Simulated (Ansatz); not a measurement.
# Σ3 (111) boundary in fcc Rh: structure and resistance

Wanted: what the Σ3 (111) boundary in fcc Rh costs an interconnect.

Method: Ansatz plane-wave DFT, LDA, PAW files; relaxation of a bicrystal slab with its lowest layers held; PAW set soft_1, in the first sound run; inputs show where later runs differ, in Ansatz 0.2.0.

### Step 1. The starting structure

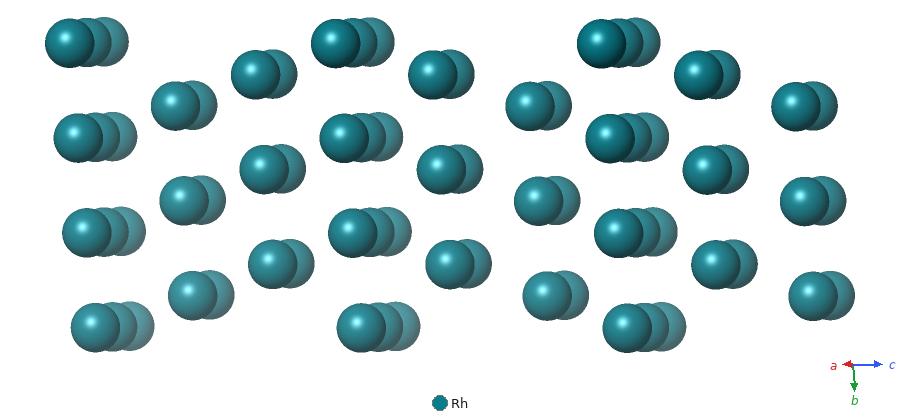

The cell as given, from the side, with the c axis across the page (rhodium blue). 2×3×1 cells are drawn. Some periodic images of atoms are drawn too.

The cell holds 9 atoms: 9 Rh. Cell: a = 2.689 Å, b = 2.689 Å, c = 28.566 Å, α = 90.0°, β = 90.0°, γ = 120.0°. It derives from Rh. built on the (1 1 1) plane; 1 overlapping atoms removed and the grains opened by 0 Å. Vacuum lies along c.

Structure file:

```cif
data_structure
_symmetry_space_group_name_H-M 'P 1'
_symmetry_Int_Tables_number 1
_cell_length_a 2.6892
_cell_length_b 2.6892
_cell_length_c 28.5658
_cell_angle_alpha 90.000
_cell_angle_beta 90.000
_cell_angle_gamma 120.000
_cell_volume 178.90
loop_
_atom_site_label
_atom_site_type_symbol
_atom_site_fract_x
_atom_site_fract_y
_atom_site_fract_z
_atom_site_occupancy
Rh1 Rh 0.00000 0.00000 0.17503 1
Rh2 Rh 0.33333 0.66667 0.25190 1
Rh3 Rh 0.66667 0.33333 0.32877 1
Rh4 Rh 0.00000 0.00000 0.40563 1
Rh5 Rh 0.66667 0.33333 0.48250 1
Rh6 Rh 0.33333 0.66667 0.55936 1
Rh7 Rh 0.00000 0.00000 0.63623 1
Rh8 Rh 0.66667 0.33333 0.71309 1
Rh9 Rh 0.33333 0.66667 0.78996 1
```

### Step 2. Relaxing the bicrystal

The boundary is built by mirroring the lower grain in the boundary plane and removing any atoms that overlap. A thin bicrystal slab is relaxed first, with the lowest layers held and the upper grain free to shift and open.

The input, input.yaml:

```yaml
crystal:
  lattice:
    - [2.6891977995, 0.0, 0.0]
    - [-1.3445988998, 2.3289136102, 0.0]
    - [0.0, 0.0, 28.5657664704]
  atoms:
    - { symbol: Rh, position: [0.9999999999, 1.0, 0.1750346872] }
    - { symbol: Rh, position: [0.3333333333, 0.6666666666, 0.2519001483] }
    - { symbol: Rh, position: [0.6666666666, 0.3333333333, 0.3287656093] }
    - { symbol: Rh, position: [0.0, 0.0, 0.4056310703] }
    - { symbol: Rh, position: [0.6666666666, 0.3333333333, 0.4824965313] }
    - { symbol: Rh, position: [0.3333333333, 0.6666666666, 0.5593619923] }
    - { symbol: Rh, position: [0.9999999999, 1.0, 0.6362274533] }
    - { symbol: Rh, position: [0.6666666666, 0.3333333333, 0.7130929143] }
    - { symbol: Rh, position: [0.3333333332, 0.6666666666, 0.7899583753] }
kpoints:
  mp_grid: { grid: [10, 10, 1] }
hamiltonian:
  xc: lda
  pseudopotentials: { kind: paw, azcp: { folder: soft_1 }, xc_functional: pbe }
scf:
  occupations: { method: fermi_dirac, width: 0.1 }
relax:
  f_tol: 0.03
  max_steps: 80
  constraints: [{ sites: [0, 1] }]
```

On the command line:

```
ansatz run input.yaml --threads 4 --pin off --max-ram 15360MiB --backend cpu --events-out ev --progress --plain --runs-dir out
```

Numbers of over 12 decimals in the logs are rounded to 6 here.

The log of the run:

```text
Engine: ansatz 0.2.0, aarch64-unknown-linux-gnu
Pseudopotentials: kind: paw
Pseudopotential: Rh, paw, valence charge 17, recommended cutoff 420 eV (normal), soft_1/Rh.paw.azcp
Functional definition: SPW92
  exchange = slater_x
  correlation = pw_c
Crystal: 9 atoms, lattice volume = 178.905 Å³
Basis set: ecut = 420 eV, 3545 PW (Γ)
Bands: 92, of which v1, the nominal top of the filled ones, is band 77 counted from 1 (76 counted from 0)
Symmetry: 6 space group operations
Space group: P3m1 (ITA 156), of the structure as read, at distance tolerance 5.6e-5 Å
k-points: 14 of 100 (time reversal used)
Non-local potential: Rh, projectors of the file, l = 0: 3, l = 1: 2, l = 2: 2, l = 3: 1
PAW form: soft (Blöchl's): semilocal exchange-correlation on the pseudo side does not see the compensation charge
PAW frozen core: Rh, regenerated for the run's functional, and the local potential with it (the file was generated under x = pbe(κ = 0.804, μ = 0.219515), c = pbe(β = 0.066725))
PAW one-centre angular grid: Rh, 590 points (default); XC on 64 Gauss nodes
Initial density: superposition of atomic densities (neutral atoms: chi_scale 0, normalization atom)
Initial wavefunctions: pseudopotential atomic-orbital guess
Functional: x = slater, c = lda
SCF iter   1: F=—  HF=-56511.606918 eV  |F-HF|=—  |Δ(HF+E_count)|=         —  Δρ=9.95e-2  dr2=1.74e1  ethr=3.10e-3  ⟨swp⟩=6.5  Hψ=4749  notcnv=0  defer=12
preconditioner: auto → LDOS  [metal: Δε(μ)=0.019 eV  Ē_g=6.092 eV  σ=0.100 eV  W_gap=0.05  n_scr=24 (ndim 8)  ℏωp=25.0 eV  f_vac=0.278  D(μ)=11.19/eV (n_scr^D=144)  β→1.0]
SCF iter   2: F=—  HF=-56515.125072 eV  |F-HF|=—  |Δ(HF+E_count)|=    3.52e0  Δρ=1.30e-1  dr2=2.83e1  ethr=3.10e-3  ⟨swp⟩=3.2  Hψ=3474  notcnv=0  defer=20
SCF iter   3: F=—  HF=-56506.494663 eV  |F-HF|=—  |Δ(HF+E_count)|=    8.63e0  Δρ=2.64e-2  dr2=1.08e0  ethr=3.10e-3  ⟨swp⟩=2.2  Hψ=2752  notcnv=0  defer=25
SCF iter   4: F=—  HF=-56506.118609 eV  |F-HF|=—  |Δ(HF+E_count)|=   3.76e-1  Δρ=3.01e-3  dr2=8.39e-2  ethr=7.03e-4  ⟨swp⟩=3.7  Hψ=3133  notcnv=0  defer=25
SCF iter   5: F=—  HF=-56506.111520 eV  |F-HF|=—  |Δ(HF+E_count)|=   7.09e-3  Δρ=1.40e-3  dr2=1.30e-2  ethr=5.48e-5  ⟨swp⟩=2.0  Hψ=1769  notcnv=0  defer=25
SCF iter   6: F=—  HF=-56506.111173 eV  |F-HF|=—  |Δ(HF+E_count)|=   3.47e-4  Δρ=6.40e-4  dr2=5.14e-3  ethr=8.48e-6  ⟨swp⟩=2.0  Hψ=1697  notcnv=0  defer=25
SCF iter   7: F=—  HF=-56506.111003 eV  |F-HF|=—  |Δ(HF+E_count)|=   1.70e-4  Δρ=1.94e-4  dr2=9.16e-5  ethr=3.36e-6  ⟨swp⟩=2.1  Hψ=1841  notcnv=0  defer=25
SCF iter   8: F=-56506.110966 eV  HF=-56506.110981 eV  |F-HF|=1.53e-5  |Δ(HF+E_count)|=   2.15e-5  Δρ=4.33e-5  dr2=1.86e-5  ethr=1.47e-8  ⟨swp⟩=5.9  Hψ=4879  notcnv=0
SCF 1 converged in 8 iterations: F = -56506.110966 eV  dr2 = 1.86e-5
  greatest PAW one-centre occupation: 0.998 electrons in one spin orbital (limit 2), on the Rh atom at site 6 (counted from 0), in its partial waves of l = 0
relax step   1: F+E_penalty+E_count = -56506.11096613 eV  Δ(F+E_penalty+E_count) = +0.000e0 eV  max|allowed force component| = 7.835e-1 eV/Å  Δτ_max = 0.0000 Å  (8 SCF iters, dr2 threshold 2.25e-5 eV, accepted)
Initial density: handed on by an earlier stage of this run
Initial wavefunctions: those handed on with the density
SCF iter   1: F=—  HF=-56506.255206 eV  |F-HF|=—  |Δ(HF+E_count)|=         —  Δρ=1.84e-2  dr2=6.17e0  ethr=3.10e-3  ⟨swp⟩=5.1  Hψ=3339  notcnv=0  defer=12
preconditioner: auto → LDOS  [metal: Δε(μ)=0.047 eV  Ē_g=5.970 eV  σ=0.100 eV  W_gap=0.12  n_scr=24 (ndim 8)  ℏωp=25.0 eV  f_vac=0.285  D(μ)=13.37/eV (n_scr^D=170)  β→1.0]
SCF iter   2: F=—  HF=-56506.195637 eV  |F-HF|=—  |Δ(HF+E_count)|=   5.96e-2  Δρ=5.38e-3  dr2=9.10e-2  ethr=3.10e-3  ⟨swp⟩=1.6  Hψ=1506  notcnv=0  defer=22
SCF iter   3: F=—  HF=-56506.186376 eV  |F-HF|=—  |Δ(HF+E_count)|=   9.26e-3  Δρ=4.34e-3  dr2=4.02e-2  ethr=5.95e-5  ⟨swp⟩=2.7  Hψ=2694  notcnv=0  defer=24
SCF iter   4: F=—  HF=-56506.176792 eV  |F-HF|=—  |Δ(HF+E_count)|=   9.58e-3  Δρ=9.14e-4  dr2=4.58e-3  ethr=2.63e-5  ⟨swp⟩=2.4  Hψ=2426  notcnv=0  defer=24
SCF iter   5: F=—  HF=-56506.176279 eV  |F-HF|=—  |Δ(HF+E_count)|=   5.13e-4  Δρ=3.93e-4  dr2=1.21e-3  ethr=2.99e-6  ⟨swp⟩=2.9  Hψ=2130  notcnv=0  defer=24
SCF iter   6: F=—  HF=-56506.176229 eV  |F-HF|=—  |Δ(HF+E_count)|=   4.99e-5  Δρ=1.67e-4  dr2=1.43e-4  ethr=7.93e-7  ⟨swp⟩=1.7  Hψ=1492  notcnv=0  defer=24
SCF iter   7: F=-56506.176219 eV  HF=-56506.176226 eV  |F-HF|=6.97e-6  |Δ(HF+E_count)|=   3.17e-6  Δρ=3.20e-5  dr2=7.92e-6  ethr=2.51e-8  ⟨swp⟩=3.6  Hψ=4941  notcnv=0
SCF 2 converged in 7 iterations: F = -56506.176219 eV  dr2 = 7.92e-6
  greatest PAW one-centre occupation: 0.998 electrons in one spin orbital (limit 2), on the Rh atom at site 7 (counted from 0), in its partial waves of l = 0
relax step   2: F+E_penalty+E_count = -56506.17621921 eV  Δ(F+E_penalty+E_count) = -6.525e-2 eV  max|allowed force component| = 3.000e-1 eV/Å  Δτ_max = 0.1944 Å  (7 SCF iters, dr2 threshold 3.84e-5 eV, accepted)
SCF iter   1: F=—  HF=-56506.394509 eV  |F-HF|=—  |Δ(HF+E_count)|=         —  Δρ=2.50e-2  dr2=8.38e0  ethr=3.10e-3  ⟨swp⟩=6.0  Hψ=3667  notcnv=0  defer=14
preconditioner: auto → LDOS  [metal: Δε(μ)=0.031 eV  Ē_g=6.024 eV  σ=0.100 eV  W_gap=0.08  n_scr=24 (ndim 8)  ℏωp=25.0 eV  f_vac=0.290  D(μ)=13.18/eV (n_scr^D=170)  β→1.0]
SCF iter   2: F=—  HF=-56506.264523 eV  |F-HF|=—  |Δ(HF+E_count)|=   1.30e-1  Δρ=8.37e-3  dr2=4.82e-1  ethr=3.10e-3  ⟨swp⟩=2.0  Hψ=1609  notcnv=0  defer=22
SCF iter   3: F=—  HF=-56506.235978 eV  |F-HF|=—  |Δ(HF+E_count)|=   2.85e-2  Δρ=6.26e-3  dr2=1.33e-1  ethr=3.15e-4  ⟨swp⟩=2.6  Hψ=2460  notcnv=0  defer=22
SCF iter   4: F=—  HF=-56506.214681 eV  |F-HF|=—  |Δ(HF+E_count)|=   2.13e-2  Δρ=1.29e-3  dr2=8.19e-3  ethr=8.70e-5  ⟨swp⟩=2.5  Hψ=2332  notcnv=0  defer=22
SCF iter   5: F=—  HF=-56506.213030 eV  |F-HF|=—  |Δ(HF+E_count)|=   1.65e-3  Δρ=3.50e-4  dr2=7.35e-4  ethr=5.35e-6  ⟨swp⟩=2.9  Hψ=2346  notcnv=0  defer=22
SCF iter   6: F=—  HF=-56506.213035 eV  |F-HF|=—  |Δ(HF+E_count)|=   5.29e-6  Δρ=1.61e-4  dr2=2.02e-4  ethr=4.80e-7  ⟨swp⟩=1.9  Hψ=1682  notcnv=0  defer=22
SCF iter   7: F=—  HF=-56506.213037 eV  |F-HF|=—  |Δ(HF+E_count)|=   1.29e-6  Δρ=6.25e-5  dr2=1.85e-5  ethr=1.32e-7  ⟨swp⟩=1.4  Hψ=1313  notcnv=0  defer=22
SCF iter   8: F=-56506.213035 eV  HF=-56506.213036 eV  |F-HF|=8.37e-7  |Δ(HF+E_count)|=   6.22e-7  Δρ=1.59e-5  dr2=1.03e-6  ethr=3.68e-9  ⟨swp⟩=5.0  Hψ=4655  notcnv=0
SCF 3 converged in 8 iterations: F = -56506.213035 eV  dr2 = 1.03e-6
relax step   3: F+E_penalty+E_count = -56506.21303528 eV  Δ(F+E_penalty+E_count) = -3.682e-2 eV  max|allowed force component| = 5.454e-2 eV/Å  Δτ_max = 0.1925 Å  (8 SCF iters, dr2 threshold 5.62e-6 eV, accepted)
SCF iter   1: F=—  HF=-56506.213319 eV  |F-HF|=—  |Δ(HF+E_count)|=         —  Δρ=5.06e-4  dr2=2.73e-3  ethr=2.08e-5  ⟨swp⟩=2.0  Hψ=2173  notcnv=0  defer=23
preconditioner: auto → LDOS  [metal: Δε(μ)=0.053 eV  Ē_g=6.017 eV  σ=0.100 eV  W_gap=0.13  n_scr=24 (ndim 8)  ℏωp=25.0 eV  f_vac=0.290  D(μ)=12.99/eV (n_scr^D=170)  β→1.0]
SCF iter   2: F=—  HF=-56506.213288 eV  |F-HF|=—  |Δ(HF+E_count)|=   3.03e-5  Δρ=1.75e-4  dr2=1.92e-4  ethr=1.79e-6  ⟨swp⟩=1.3  Hψ=1488  notcnv=0  defer=23
SCF iter   3: F=—  HF=-56506.213275 eV  |F-HF|=—  |Δ(HF+E_count)|=   1.36e-5  Δρ=1.56e-4  dr2=9.11e-5  ethr=1.26e-7  ⟨swp⟩=3.4  Hψ=2754  notcnv=0  defer=23
SCF iter   4: F=—  HF=-56506.213259 eV  |F-HF|=—  |Δ(HF+E_count)|=   1.53e-5  Δρ=2.48e-5  dr2=5.46e-6  ethr=5.96e-8  ⟨swp⟩=2.1  Hψ=1867  notcnv=0  defer=23
SCF iter   5: F=—  HF=-56506.213259 eV  |F-HF|=—  |Δ(HF+E_count)|=   5.37e-7  Δρ=9.19e-6  dr2=1.08e-6  ethr=3.57e-9  ⟨swp⟩=2.2  Hψ=1977  notcnv=0  defer=23
SCF iter   6: F=-56506.213259 eV  HF=-56506.213259 eV  |F-HF|=6.73e-8  |Δ(HF+E_count)|=   9.48e-9  Δρ=3.09e-6  dr2=7.19e-8  ethr=6.54e-11  ⟨swp⟩=4.3  Hψ=5089  notcnv=0
SCF 4 converged in 6 iterations: F = -56506.213259 eV  dr2 = 7.19e-8
relax step   4: F+E_penalty+E_count = -56506.21325887 eV  Δ(F+E_penalty+E_count) = -2.236e-4 eV  max|allowed force component| = 8.398e-3 eV/Å  Δτ_max = 0.0046 Å  (6 SCF iters, accepted)
SCF converged after 6 iterations
Free energy (F): -56506.213259 eV
Harris-Foulkes:  -56506.213259 eV  (|F-HF|=6.73e-8)
Internal energy: -56505.782853 eV  (E = F + TS)
E sigma→0 (E₀):  -56505.998056 eV
Entropy (-TS):   -0.430406 eV (-47.823 meV/atom)
Fermi energy:    13.599848 eV
--- Per-component energies (eV) ---
  E_band       = -2100.482424
  E_kinetic    = 4837.607225
  E_local      = -182995.561866  (includes V_loc(G=0)·N_el)
  E_nonlocal   = 2738.599824
  E_hartree    = 89111.813556
  E_xc         = -1805.184069
  E_vxc        = -2274.584924  (∫ρ·V_xc dr)
  E_paw        = -31322.601610  (= ΣΔE_a)
  E_vpaw       = -2630.194841  (= ΣTr[D̂ρ^β])
  E_aug_tail   = 0.000042  (compensation charges beyond the density's cutoff)
  E_ewald      = 62923.941707
  E_core_change = 5.602337  (= ΣΔE_core)
  E_smearing   = -0.430406  (= −TS)
  E_closure    = 0.000000  (closes the sum)
  Σ components = -56506.213259   (vs F -56506.213259, Δ=0.00e0)
--- Forces (eV/Å), atoms counted from 1 ---
  atom   1  Rh     0.00000000     0.00000000     0.70994267
  atom   2  Rh    -0.00000000     0.00000000    -0.70873595
  atom   3  Rh    -0.00000000     0.00000000    -0.00791269
  atom   4  Rh    -0.00000000    -0.00000000     0.00839836
  atom   5  Rh     0.00000000     0.00000000    -0.00062850
  atom   6  Rh    -0.00000000    -0.00000000    -0.00152760
  atom   7  Rh    -0.00000000    -0.00000000     0.00420433
  atom   8  Rh     0.00000000     0.00000000    -0.00625455
  atom   9  Rh    -0.00000000     0.00000000     0.00267902
  max |Σ_I F_I| component: 1.65e-4 eV/Å
--- Relaxed structure (4 steps of the walk, 4 accepted, 0 SCFs on fresh bases) ---
  F+E_penalty+E_count = -56506.21325887 eV   max|allowed force component| = 8.398e-3 eV/Å
  atoms:
    - { symbol: Rh, position: [1.0, 1.0, 0.175035] }
    - { symbol: Rh, position: [0.333333, 0.666667, 0.2519001483] }
    - { symbol: Rh, position: [0.666667, 0.333333, 0.326280] }
    - { symbol: Rh, position: [-2.194603224133864e-17, -2.0559685639291833e-17, 0.402104] }
    - { symbol: Rh, position: [0.666667, 0.333333, 0.477673] }
    - { symbol: Rh, position: [0.333333, 0.666667, 0.552894] }
    - { symbol: Rh, position: [1.0, 1.0, 0.628696] }
    - { symbol: Rh, position: [0.666667, 0.333333, 0.703657] }
    - { symbol: Rh, position: [0.333333, 0.666667, 0.777323] }
```

Wall time 23 s (4 threads of Arm Neoverse V1, shared host); peak memory 0.62 GiB; 85 s of CPU time.

Step by step:

```csv
step,energy less that of the first step (eV),largest force component (eV/Å)
1,0.0000,0.7835
2,-0.0653,0.3000
3,-0.1021,0.0545
4,-0.1023,0.0084
```

The run keeps the 6 symmetry operations that it works with, so distortions that break them were not tested.

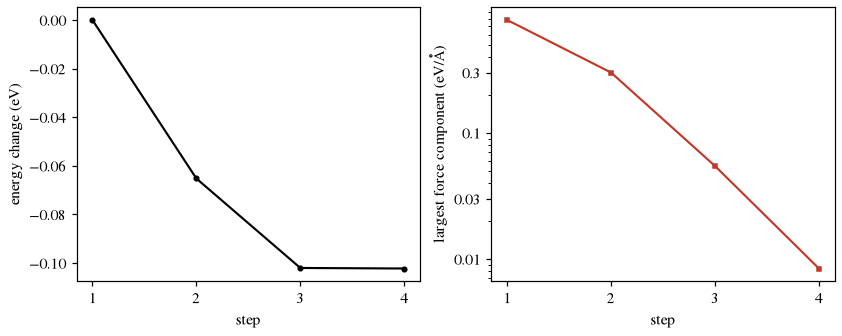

Energy and largest force along the relaxation.

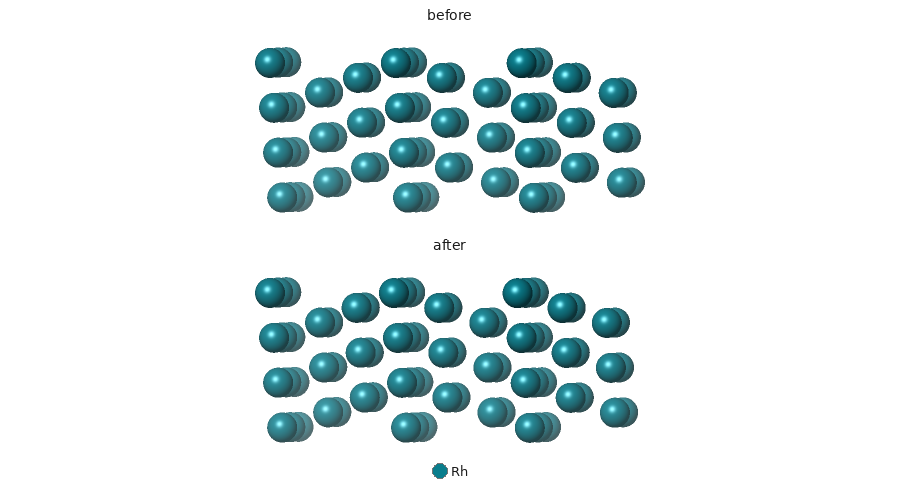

Before and after, at one scale.

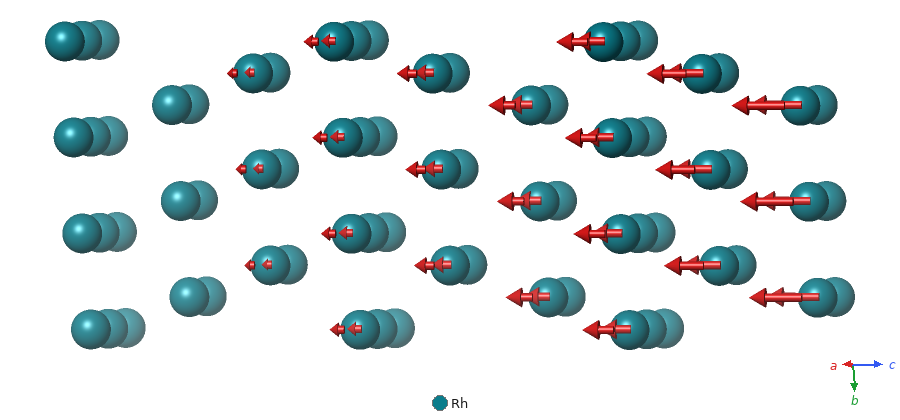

Displacements in the relaxation, exaggerated; the longest in the cell stands for 0.36 Å. 2×3×1 cells are drawn. Some periodic images of atoms are drawn too.

The atoms that moved most (Å):

```csv
atom,dx,dy,dz,length
Rh9,0.000,0.000,-0.361,0.361
Rh8,0.000,0.000,-0.270,0.270
Rh7,0.000,0.000,-0.215,0.215
Rh6,0.000,0.000,-0.185,0.185
Rh5,0.000,0.000,-0.138,0.138
Rh4,0.000,0.000,-0.101,0.101
Rh3,0.000,0.000,-0.071,0.071
```

This step gave:

```yaml
free_energy: -56506.2133 eV
energy_at_zero_smearing: -56505.9981 eV
fermi_energy: 13.60 eV
```

The largest force component on a free atom ends at 0.0084 eV/Å, under the tolerance of 0.03, after 4 steps.

[end of part 1 of 3]

[Logs are printed without paths, hosts, clocks, repeated set-up lines and the standing remarks that a program may print on its own settings, such as how far it seeks lower states.]

[Hosts, paths, dates, database ids (printed as entryN), source tags and the programs' standing remarks are cut or masked in the printed files.]
